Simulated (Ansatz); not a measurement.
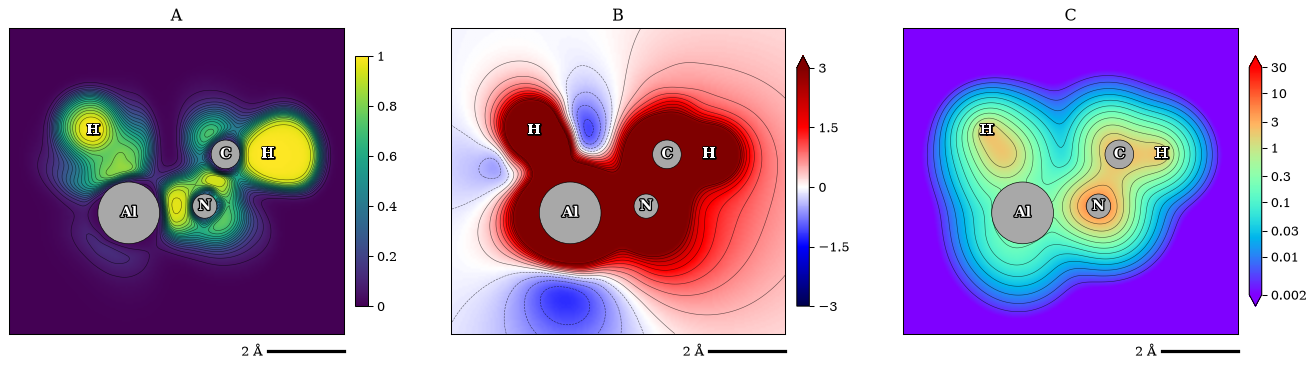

CH8AlNO3 (SMILES C[NH2+][Al-]([OH])([OH])[OH]): 3 fields on the plane of atoms N3, C1 and H7, with unlabelled colour scales. Grey discs cover the atomic cores.

Geometry: PBE0-D4/def2-SVP.

Theory: Ansatz 0.2.0, isolated molecule in a Gaussian basis; Kohn-Sham density functional theory, functional PBE0.

> The panels show electron density, electron localisation function and electrostatic potential in some order. Assign them.

Panel A: electron localisation function. Panel B: electrostatic potential (strongly positive close to the atoms, with negative regions outside electron-rich atoms). Panel C: electron density. From the grid: C–N (1.46 Å): the density is about 1.9 e/Å³ at the midpoint; the ELF peaks at about 0.95 between the atoms, as expected for a shared electron pair. Al–N (2.01 Å): the density is about 0.54 e/Å³ at the midpoint; the ELF peaks at about 0.95 in the valence shell of N, 0.8 Å from its nucleus, and is about 0.75 at the midpoint.
